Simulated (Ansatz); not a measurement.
# GaHClO (SMILES [O][GaH][Cl]) at 6 levels

We compute a comparison of 6 runs (UHF/3-21G, UHF/def2-SVP, U-r2SCAN/def2-SVP, UB2PLYP/6-31G**, UPBE0/def2-SVP, UB3LYP/6-31G*) of GaHClO. 

The calculation is run with Ansatz 0.2.0.

8 further runs of the same task are left out: 1 that didn't finish, 7 set aside as unsound or not needed.

## Step 1: The system as given

The species is GaHClO (4 atoms), meant as a doublet with charge 0. SMILES: `[O][GaH][Cl]`. The coordinates come from a PBE0-D4/def2-TZVP relaxation.

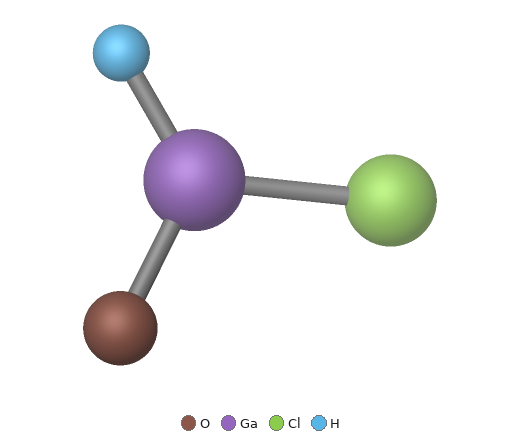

The structure, seen from a chosen angle (oxygen brown, gallium purple, chlorine green, hydrogen blue).

## Step 2: Energy and forces at UHF/3-21G (run 1)

Input file job.yaml:

```yaml
crystal:
  periodic: [false, false, false]
  atoms:
    - {symbol: O, position_ang: [-1.739800, -0.117700, -0.212200]}
    - {symbol: Ga, position_ang: [0.030900, 0.144300, -0.061200]}
    - {symbol: Cl, position_ang: [1.050700, -1.557300, 0.708800]}
    - {symbol: H, position_ang: [0.713700, 1.470500, -0.455700]}
basis:
  gaussian: {orbitals: 3-21G-spherical.json}
magnetization: {spin_polarized: true, initial_magnetization: 1}
hamiltonian: {xc: hf}
accuracy: high
output: {forces: true, orbitals: {seedname: orbitals}}
```

The basis set 3-21G is read from a file made from the Basis Set Exchange's data (not shown).

The run is started by

```bash
ansatz run job.yaml --threads 1 --pin off --max-ram 2610MiB --events-out events.jsonl --progress --plain --runs-dir runs
```

The log of the run:

```text
Warning: RAYON_NUM_THREADS=1 ignored (pool sized by the plan → 1); use --threads N
Functional definition: HF
  name "HF"
  exchange = exact_x
  correlation = 0
813 factors; integrals over basis functions are off by at most 3.9e-9 eV
mean field evaluation 1: about -66556.9745 eV, gradient 3.0e1 eV
mean field evaluation 2: about -66556.9931 eV, gradient 3.0e1 eV
mean field evaluation 4: about -66564.2343 eV, gradient 5.8e0 eV
mean field evaluation 8: about -66564.8961 eV, gradient 7.7e-1 eV
mean field evaluation 16: about -66564.9784 eV, gradient 2.1e-8 eV
mean field evaluation 32: about -66564.7324 eV, gradient 1.4e0 eV
mean field evaluation 64: about -66564.7211 eV, gradient 1.3e0 eV
mean field evaluation 96: about -66561.3123 eV, gradient 8.8e0 eV
mean field evaluation 128: about -66564.9784 eV, gradient 1.2e-5 eV
mean field -66564.97838525 eV, -2446.2178362950 hartree, gradient 2.2e-8 eV, S^2 0.756443; 3 other end points of the search recorded, 0 dependent functions left out
the calculation of the forces begins
reference -66564.97838525 eV, -2446.2178362950 hartree; 29, 28 occupied and 17, 18 virtual orbitals, 813 factors
Total energy: -66564.97838525 eV, -2446.2178362950 hartree
Atom 0 at    -1.739800    -0.117700    -0.212200 Å, force     0.554057     0.139350     0.026634 eV/Å
Atom 1 at     0.030900     0.144300    -0.061200 Å, force    -1.444917     1.069786    -0.598123 eV/Å
Atom 2 at     1.050700    -1.557300     0.708800 Å, force     0.836411    -1.257701     0.581135 eV/Å
Atom 3 at     0.713700     1.470500    -0.455700 Å, force     0.054450     0.048566    -0.009647 eV/Å
Dipole moment:     0.147355     0.548832    -0.181433 e Å
```

Wall time 2.5 s (1 thread of Arm Neoverse V2, shared host).

## Step 3: Energy and gradient at UHF/def2-SVP (run 2)

Input file molecule.yaml:

```yaml
basis:
  gaussian: {orbitals: def2-SVP}
crystal:
  periodic: [false, false, false]
  atoms:
    - {symbol: O, position_ang: [-1.739800, -0.117700, -0.212200]}
    - {symbol: Ga, position_ang: [0.030900, 0.144300, -0.061200]}
    - {symbol: Cl, position_ang: [1.050700, -1.557300, 0.708800]}
    - {symbol: H, position_ang: [0.713700, 1.470500, -0.455700]}
accuracy: high
output: {forces: true, orbitals: {seedname: orbitals}}
hamiltonian: {xc: hf}
magnetization: {spin_polarized: true, initial_magnetization: 1}
```

The run is started by

```bash
ansatz run molecule.yaml --threads 1 --pin off --max-ram 2610MiB --events-out events.jsonl --progress --plain --runs-dir runs
```

The log of the run:

```text
Warning: RAYON_NUM_THREADS=1 ignored (pool sized by the plan → 1); use --threads N
Functional definition: HF
  name "HF"
  exchange = exact_x
  correlation = 0
1297 factors; integrals over basis functions are off by at most 4.4e-9 eV
mean field evaluation 1: about -66868.8215 eV, gradient 3.4e1 eV
mean field evaluation 2: about -66868.8523 eV, gradient 3.4e1 eV
mean field evaluation 4: about -66877.7901 eV, gradient 8.9e0 eV
mean field evaluation 8: about -66879.1312 eV, gradient 1.1e0 eV
mean field evaluation 16: about -66879.2747 eV, gradient 3.5e-5 eV
mean field evaluation 32: about -66878.8915 eV, gradient 4.1e0 eV
mean field evaluation 64: about -66869.5994 eV, gradient 1.9e1 eV
mean field evaluation 96: about -66879.2719 eV, gradient 1.8e-1 eV
mean field evaluation 128: about -66871.7984 eV, gradient 6.1e0 eV
mean field evaluation 160: about -66879.2747 eV, gradient 2.8e-3 eV
mean field -66879.27466926 eV, -2457.7680116946 hartree, gradient 4.8e-8 eV, S^2 0.757760; 3 other end points of the search recorded, 0 dependent functions left out
the calculation of the forces begins
reference -66879.27466926 eV, -2457.7680116946 hartree; 29, 28 occupied and 40, 41 virtual orbitals, 1297 factors
Total energy: -66879.27466926 eV, -2457.7680116946 hartree
Atom 0 at    -1.739800    -0.117700    -0.212200 Å, force    -0.091317     0.029286    -0.022977 eV/Å
Atom 1 at     0.030900     0.144300    -0.061200 Å, force    -0.078729     0.156484    -0.070566 eV/Å
Atom 2 at     1.050700    -1.557300     0.708800 Å, force     0.167339    -0.233024     0.109838 eV/Å
Atom 3 at     0.713700     1.470500    -0.455700 Å, force     0.002707     0.047254    -0.016295 eV/Å
Dipole moment:     0.259034     0.375782    -0.102043 e Å
```

Wall time 6.9 s (1 thread of Arm Neoverse V2, shared host); peak memory 0.28 GiB.

## Step 4: Energy and forces at U-r2SCAN/def2-SVP (run 3)

Input file molecule.yaml:

```yaml
crystal:
  periodic: [false, false, false]
  atoms:
    - {symbol: O, position_ang: [-1.739800, -0.117700, -0.212200]}
    - {symbol: Ga, position_ang: [0.030900, 0.144300, -0.061200]}
    - {symbol: Cl, position_ang: [1.050700, -1.557300, 0.708800]}
    - {symbol: H, position_ang: [0.713700, 1.470500, -0.455700]}
basis:
  gaussian: {orbitals: def2-SVP}
magnetization: {spin_polarized: true, initial_magnetization: 1}
hamiltonian: {xc: r2scan}
accuracy: high
output: {forces: true, orbitals: {seedname: orbitals}}
```

The run is started by

```bash
ansatz run molecule.yaml --threads 1 --pin off --max-ram 2610MiB --events-out events.jsonl --progress --plain --runs-dir runs
```

The log of the run:

```text
Warning: RAYON_NUM_THREADS=1 ignored (pool sized by the plan → 1); use --threads N
Functional definition: r2SCAN
  name "r2SCAN"
  parameter k0 = 0.174
  parameter k1 = 0.065
  parameter a1 = 4.9479
  exchange = r2scan_x(k0 = k0, k1 = k1, a1 = a1)
  correlation = r2scan_c
1297 factors; integrals over basis functions are off by at most 4.4e-9 eV
mean field evaluation 1: about -66932.1298 eV, gradient 5.5e1 eV
mean field evaluation 2: about -66706.9948 eV, gradient 1.4e2 eV
mean field evaluation 4: about -66945.7048 eV, gradient 2.6e1 eV
mean field evaluation 8: about -66949.4946 eV, gradient 4.7e-1 eV
mean field evaluation 16: about -66949.4906 eV, gradient 2.6e-3 eV
mean field evaluation 32: about -66949.4906 eV, gradient 7.0e-7 eV
mean field -66949.49061390 eV, -2460.3484000661 hartree, gradient 9.1e-8 eV, S^2 0.755678; 2 other end points of the search recorded, 0 dependent functions left out
the calculation of the forces begins
reference -66949.49061697 eV, -2460.3484001789 hartree; 29, 28 occupied and 40, 41 virtual orbitals, 1297 factors
Total energy: -66949.49061697 eV, -2460.3484001789 hartree
Atom 0 at    -1.739800    -0.117700    -0.212200 Å, force     0.044077    -0.002732     0.007660 eV/Å
Atom 1 at     0.030900     0.144300    -0.061200 Å, force    -0.103751     0.169141    -0.078441 eV/Å
Atom 2 at     1.050700    -1.557300     0.708800 Å, force     0.072623    -0.129107     0.058177 eV/Å
Atom 3 at     0.713700     1.470500    -0.455700 Å, force    -0.012948    -0.037301     0.012605 eV/Å
Dipole moment:     0.218039     0.324381    -0.088938 e Å
```

Run time: 26 s. Hardware: 1 thread of Arm Neoverse V2, shared host; peak memory 0.31 GiB.

Runs 4 to 5 aren't shown in full; the table further down has their settings and results.

## Step 5: Energy and forces at UB3LYP/6-31G(d) (Cartesian functions) (run 6)

Input file input.yaml:

```yaml
crystal:
  periodic: [false, false, false]
  atoms:
    - symbol: O
      position_ang: [-1.739800, -0.117700, -0.212200]
    - symbol: Ga
      position_ang: [0.030900, 0.144300, -0.061200]
    - symbol: Cl
      position_ang: [1.050700, -1.557300, 0.708800]
    - symbol: H
      position_ang: [0.713700, 1.470500, -0.455700]
basis:
  gaussian:
    orbitals: "6-31G*"
magnetization:
  spin_polarized: true
  initial_magnetization: 1
hamiltonian:
  xc: {name: B3LYP}
accuracy: high
output:
  forces: true
  orbitals: {seedname: orbitals}
```

The run is started by

```bash
ansatz run input.yaml --threads 1 --pin off --max-ram 2610MiB --events-out events.jsonl --progress --plain --runs-dir runs
```

The log of the run:

```text
Warning: RAYON_NUM_THREADS=1 ignored (pool sized by the plan → 1); use --threads N
Functional definition: B3LYP
  name "B3LYP"
  parameter a0 = 0.2
  parameter ax = 0.72
  parameter ac = 0.81
  exchange = (1 - a0 - ax)*slater_x + ax*b88_x + a0*exact_x
  correlation = (1 - ac)*vwn_rpa_c + ac*lyp_c
1316 factors; integrals over basis functions are off by at most 4.7e-9 eV
mean field evaluation 1: about -66941.4039 eV, gradient 5.3e1 eV
mean field evaluation 2: about -66732.5929 eV, gradient 1.4e2 eV
mean field evaluation 4: about -66952.3625 eV, gradient 3.1e1 eV
mean field evaluation 8: about -66957.3220 eV, gradient 4.7e-1 eV
mean field evaluation 16: about -66957.3559 eV, gradient 8.1e-3 eV
mean field evaluation 32: about -66957.3559 eV, gradient 4.6e-6 eV
mean field -66957.35591461 eV, -2460.6374445361 hartree, gradient 9.7e-8 eV, S^2 0.754379; 4 other end points of the search recorded, 0 dependent functions left out
the calculation of the forces begins
reference -66957.35595138 eV, -2460.6374458873 hartree; 29, 28 occupied and 42, 43 virtual orbitals, 1316 factors
Total energy: -66957.35595138 eV, -2460.6374458873 hartree
Atom 0 at    -1.739800    -0.117700    -0.212200 Å, force    -0.317114    -0.018633    -0.037000 eV/Å
Atom 1 at     0.030900     0.144300    -0.061200 Å, force     0.023997     0.292131    -0.105786 eV/Å
Atom 2 at     1.050700    -1.557300     0.708800 Å, force     0.247249    -0.365141     0.169614 eV/Å
Atom 3 at     0.713700     1.470500    -0.455700 Å, force     0.045869     0.091643    -0.026827 eV/Å
Dipole moment:     0.210301     0.350397    -0.099624 e Å
```

Run time: 18 s. Hardware: 1 thread of Arm Neoverse V2, shared host; peak memory 0.3 GiB.

## Step 6: All runs side by side

| run | level | frozen core orbitals | Cartesian functions | energy (Eh) | dipole moment (D) | HOMO energy (eV) | LUMO energy (eV) | wall time |
| --- | --- | --- | --- | --- | --- | --- | --- | --- |
| 1 | UHF/3-21G | – | no | -2446.217836 | 2.87 | -12.31 | 1.27 | 2.5 s |
| 2 | UHF/def2-SVP | – | no | -2457.768012 | 2.25 | -12.37 | 1.54 | 6.9 s |
| 3 | U-r2SCAN/def2-SVP | – | no | -2460.348400 | 1.93 | -7.61 | -5.33 | 26 s |
| 4 | UB2PLYP/6-31G** (spherical functions) | 15 | no | -2459.993888 | 2.04 | -10.29 | -1.83 | 42 s |
| 5 | UPBE0/def2-SVP | – | no | -2459.933607 | 1.96 | -8.87 | -4.18 | 17 s |
| 6 | UB3LYP/6-31G* (Cartesian functions) | – | yes | -2460.637446 | 2.02 | -8.63 | -4.80 | 18 s |

## Step 7: What came out

| quantity | value |
| --- | --- |
| run 6: total energy | -2460.63745 Eh |
| run 6: dipole moment | 2.02 D |
| run 6: HOMO energy (highest over α and β) | -8.63 eV |
| run 6: LUMO energy (lowest over α and β) | -4.80 eV |
| run 6: ⟨S²⟩ | 0.754 |
| run 6: largest force on an atom | 0.472 eV/Å |

The dipole moment (its size) runs from 1.93 D (U-r2SCAN/def2-SVP) to 2.87 D (UHF/3-21G). The two ends differ in method and basis. Totals of different functionals can't be ranked against each other. All runs together took 1.9 min, the longest 42 s.
